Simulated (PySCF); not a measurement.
# C₅H₇BF₂O: electronic excitations

What electronic excitations should C₅H₇BF₂O (`O=C1CCB(F)C[C@@H]1F`) show?

Programs: PySCF 2.14.0, with density-fitted response routines of our own. Each step states its level of theory. These are calculated values for one molecule in the gas phase, unless marked as measured. Atoms count from 0, in the outputs and in this text.

### Step 1. The molecule as given

16 atoms, charge 0, multiplicity 1; geometry from: GFN2-xTB.

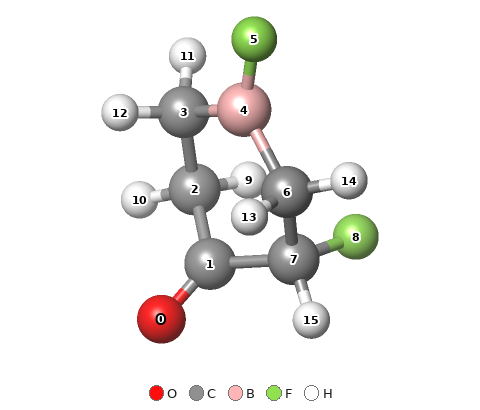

The starting geometry (oxygen red, carbon grey, boron pink, fluorine green, hydrogen white), atoms numbered.

### Step 2. TDDFT and polarisability: CAM-B3LYP/def2-SVPD

Job settings and geometry (Å):

```
{"job": {"kind": "uv", "xc": "CAM-B3LYP", "basis": "def2-SVPD", "nstates": 8, "ntriplets": 3}, "charge": 0, "multiplicity": 1}
O     -0.335296    -2.045234     1.334460
C     -0.178916    -1.332936     0.378694
C     -1.284177    -0.699767    -0.420080
C     -1.308201     0.813013    -0.116626
B      0.125192     1.466653     0.029362
F      0.250155     2.778744    -0.019787
C      1.401269     0.578334     0.354371
C      1.208965    -0.881182    -0.073902
F      1.298034    -0.953887    -1.452784
H     -1.077297    -0.850227    -1.480403
H     -2.237297    -1.164686    -0.168658
H     -1.926894     1.319221    -0.859597
H     -1.819867     0.965206     0.840575
H      1.576589     0.595668     1.433375
H      2.311873     0.963223    -0.110492
H      1.988269    -1.543200     0.320080
```

Method: TDDFT CAM-B3LYP/def2-SVPD, vertical, gas phase, core orbitals frozen in the response.

Command:

```console
$ OMP_NUM_THREADS=1 python probes_run.py task.json out
```

This one command runs all jobs of the session in turn.

The log of the run:

```text
coarse grid: 14120 points
cycle   1  E = -493.7540246287  dE =  1.484e+00  |g| = 1.003e+00  |ddm| = 5.994e+00
cycle   2  E = -493.4772543633  dE =  2.768e-01  |g| = 1.639e+00  |ddm| = 2.658e+00
cycle   3  E = -493.9506796392  dE = -4.734e-01  |g| = 1.408e-01  |ddm| = 1.663e+00
cycle   4  E = -493.9538784363  dE = -3.199e-03  |g| = 7.667e-02  |ddm| = 2.361e-01
cycle   5  E = -493.9549001283  dE = -1.022e-03  |g| = 1.608e-02  |ddm| = 9.192e-02
cycle   6  E = -493.9549496779  dE = -4.955e-05  |g| = 5.548e-03  |ddm| = 2.642e-02
cycle   7  E = -493.9549567208  dE = -7.043e-06  |g| = 1.084e-03  |ddm| = 9.762e-03
final grid: 139272 points
cycle   8  E = -494.0405434851  dE = -5.729e-05  |g| = 5.108e-03  |ddm| = 9.897e-02
cycle   9  E = -494.0405411331  dE =  2.352e-06  |g| = 6.504e-03  |ddm| = 1.491e-02
cycle  10  E = -494.0405490441  dE = -7.911e-06  |g| = 9.337e-04  |ddm| = 6.880e-03
cycle  11  E = -494.0405491910  dE = -1.469e-07  |g| = 3.479e-04  |ddm| = 1.251e-03
cycle  12  E = -494.0405492119  dE = -2.091e-08  |g| = 1.166e-04  |ddm| = 5.123e-04
cycle  13  E = -494.0405492143  dE = -2.406e-09  |g| = 2.003e-05  |ddm| = 1.297e-04
cycle  14  E = -494.0405492144  dE = -1.123e-10  |g| = 5.443e-06  |ddm| = 5.213e-05
converged SCF energy = -494.0405492144

Static polarisability (au): isotropic 70.119, principal 61.441 72.751 76.163

Singlet excitations
state   eV       nm        f      main configurations
  1   4.2269    293.3   0.00022   H->L 0.78, H->L+1 0.10
  2   6.1207    202.6   0.00011   H->L+1 0.34, H-1->L 0.30, H-1->L+1 0.14
  3   6.8124    182.0   0.00280   H->L+1 0.42, H-1->L 0.41
  4   7.2988    169.9   0.00498   H-1->L+1 0.52, H-1->L 0.23, H-1->L+2 0.11
  5   7.3552    168.6   0.00289   H->L+2 0.61, H->L+3 0.20
  6   7.8641    157.7   0.03546   H-2->L 0.86
  7   7.9536    155.9   0.03391   H->L+3 0.59, H->L+2 0.15
  8   8.1189    152.7   0.04336   H->L+4 0.81

Triplet excitations (Tamm-Dancoff, eV): 3.6624 5.7242 6.0097
```

Wall time 2.5 min (1 thread of Arm Neoverse N1, shared host); peak memory 1.1 GiB.

The orbitals next to the gap, with their largest atomic shares:

```csv
orbital,eV,atoms
HOMO−3,-11.86,"C2 24 %, O0 19 %, C3 19 %"
HOMO−2,-11.48,"F8 19 %, C7 14 %, C6 13 %"
HOMO−1,-10.42,"B4 19 %, C3 18 %, C6 17 %"
HOMO,-8.96,"O0 49 %, C1 13 %, C7 10 %"
LUMO,-0.05,"C1 25 %, O0 23 %, B4 12 %"
LUMO+1,0.54,"B4 36 %, C3 9 %, F5 9 %"
LUMO+2,1.11,"B4 39 %, F5 10 %, C1 9 %"
```

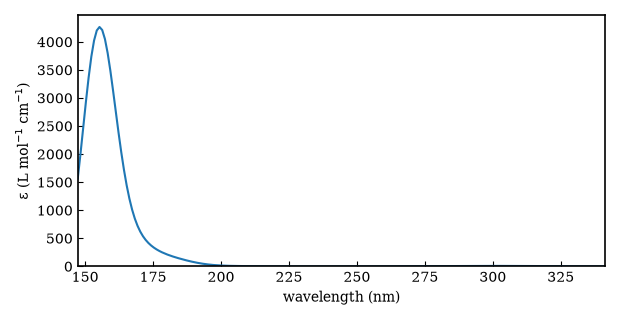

Absorption spectrum: each of the 8 states is a Gaussian band of 0.4 eV half-width at 1/e. Beyond the last state computed it falls off for lack of states.

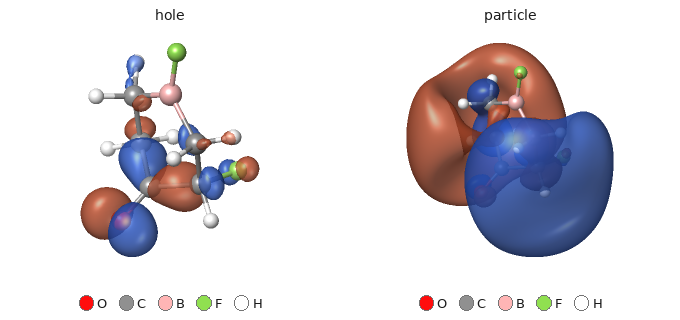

Leading natural transition orbitals of singlet state 8: the electron leaves the hole (left) for the particle orbital (right).

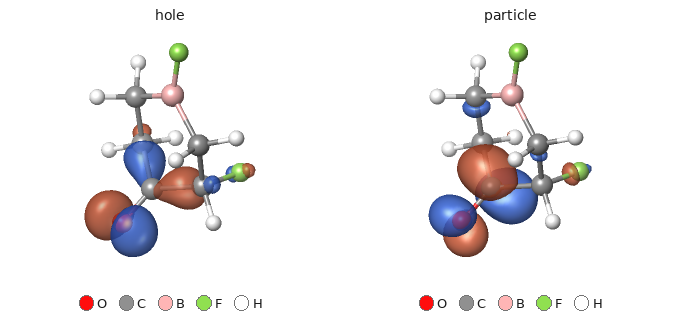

Leading natural transition orbitals of singlet state 1: the electron leaves the hole (left) for the particle orbital (right).

Ground-state properties from the same run:

```csv
property,computed
dipole moment (D),1.35
polarisability (Å³),10.39
HOMO–LUMO gap (eV),8.91
−ε(HOMO) (eV),8.96
```

The fields below are evaluated on a grid from the run's orbitals.

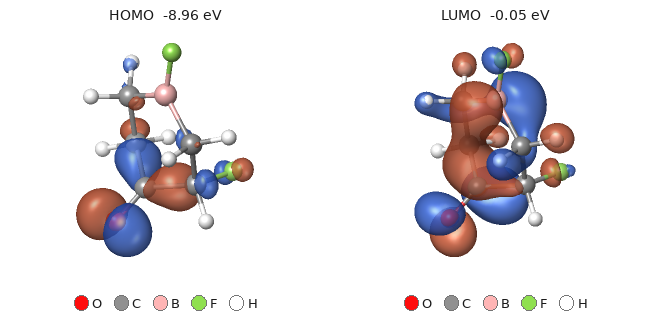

CAM-B3LYP/def2-SVPD orbitals near the gap, drawn at the value that encloses 70 % of each; the two colours are the two signs.

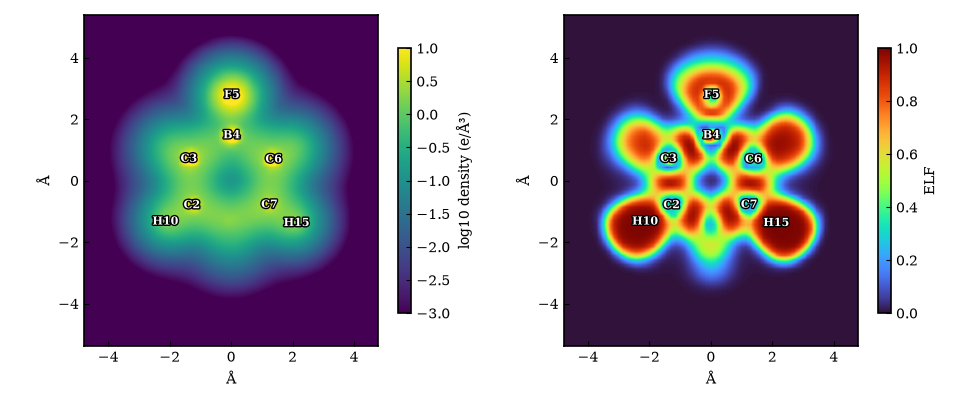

Density (left) and ELF (right) in a plane through or near 8 of the atoms.

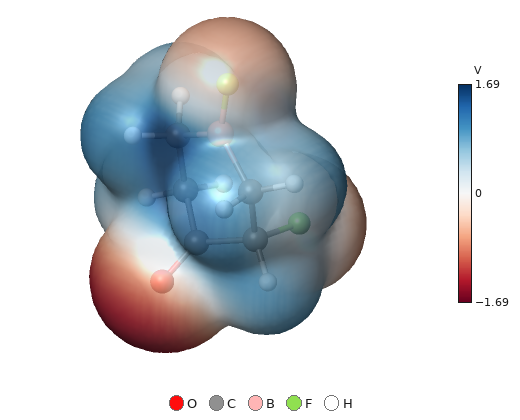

Electrostatic potential on the surface of density 0.002 e/bohr³; red is low, blue high. It runs from -1.47 V near O0 to 1.69 V near B4.

### Step 3. What came out

| quantity | value |
| --- | --- |
| lowest singlet (CAM-B3LYP/def2-SVPD) | 4.23 eV (293 nm), f = 0.000 |
| brightest single state of those computed | state 8, 8.12 eV, f = 0.043 |
| lowest triplet | 3.66 eV |
| surface potential, least and greatest | -1.47 V and 1.69 V |

**Reading.** The first singlet state (HOMO→LUMO 0.78, HOMO→LUMO+1 0.10) lies at 4.23 eV and is dark; of the 8 states computed, the strongest absorption comes from state 8 at 8.12 eV (the last computed, so partners may be missing). The lowest triplet lies 0.56 eV below the lowest singlet (triplets in Tamm-Dancoff, singlets in full TDDFT).
